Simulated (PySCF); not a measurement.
```xyz
2

H     0.0000    0.0000   -0.9002
F     0.0000    0.0000    0.0478
```

Computed with PBE0/aug-cc-pVDZ(-PP), non-relativistic Hamiltonian with scalar-relativistic core potentials where named, at a bond length of 0.948 Å (PySCF).

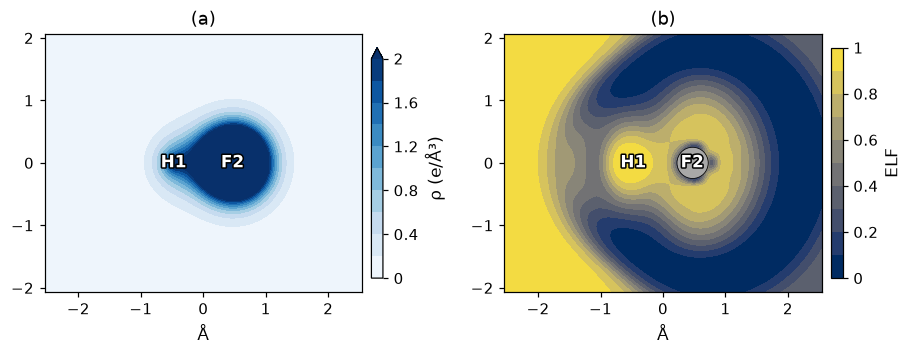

HF (charge −1, doublet). (a) total electron density; (b) electron localisation function on a plane that holds the molecular axis. Grey discs cover the atomic cores in the ELF map.

What does the map show?

Answer.
- The plane passes through H and F nuclei.
- F–H (0.95 Å): the density is about 4.4 e/Å³ at the midpoint; the ELF climbs to about 1 towards the hydrogen, as it does in any bond to H: a covalent bond by its length.
- The ELF also peaks beside F2, away from the bonds: non-bonding electrons, paired or unpaired.
